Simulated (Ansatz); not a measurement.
## Electronic structure of Cl3HSi···SiH4 in real space

```xyz
10

Si   -0.1711   -0.7144   -0.9501
Si    0.4073    0.0395    3.3490
H    -0.9053   -0.6660    3.2683
H     1.0741   -0.3058    4.6392
H     0.1948    1.5134    3.2750
Cl    1.8014   -0.2142   -1.1430
Cl   -1.1702    0.8202   -0.0311
Cl   -0.9754   -1.0152   -2.8053
H    -0.3017   -1.9427   -0.1444
H     1.2774   -0.3981    2.2164
```

Level of theory: RKS PBE0/def2-SVP (Ansatz).

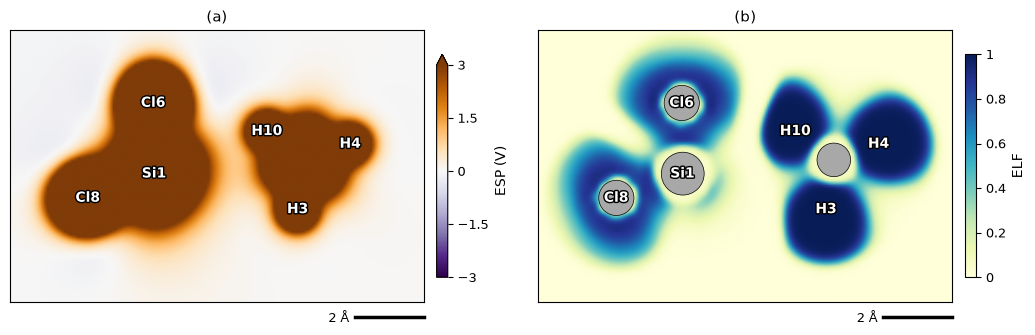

Figure 1. (a) molecular electrostatic potential; (b) electron localisation function on the plane of atoms Cl6, Si1 and Cl8. Grey discs cover the atomic cores in the ELF map.

**What does the map show?**

The plane passes through Si, H and Cl nuclei. Si–Cl (2.04 Å): the ELF peaks at about 0.90 between the atoms (a polar covalent bond). The ELF also peaks beside Cl8 and Cl6, away from the bonds: lone-pair regions. The potential has no marked negative region in this plane.

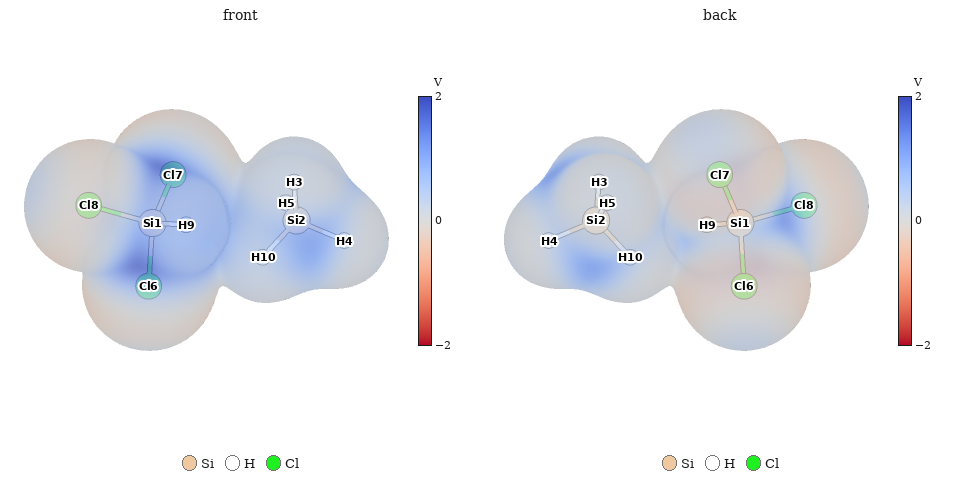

Figure 2. The electrostatic potential painted on the density surface at 0.002 e/bohr³, seen from the front and from behind; the colour scale runs from red (negative) to blue (positive).

**Which sites attract a positive test charge, and which a negative one?**

A positive charge is drawn to the negative regions and a negative charge to the positive ones. The most negative region (about −0.2 V) lies over Cl6, Cl7 and Cl8, the most positive (about +1.5 V, or +35 kcal/mol for a unit charge) over Si1.

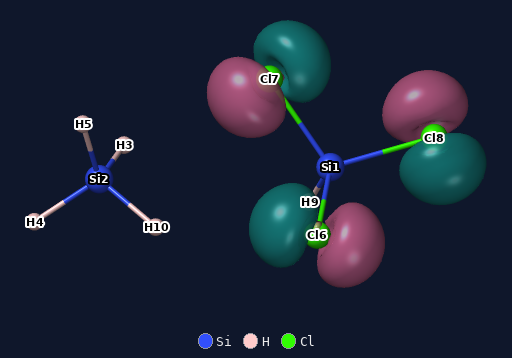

Figure 3. The HOMO at ±0.15 Å⁻³ᐟ² (teal and pink are the two phases), seen at an oblique angle.

**Where does this orbital lie, and at what energy?**

By Hirshfeld shares it lies mainly on Cl8 (about 30 %), Cl7 (about 30 %) and Cl6 (about 30 %); largely a combination of lone pairs on Cl8, Cl7 and Cl6. Its energy is −9.30 eV.
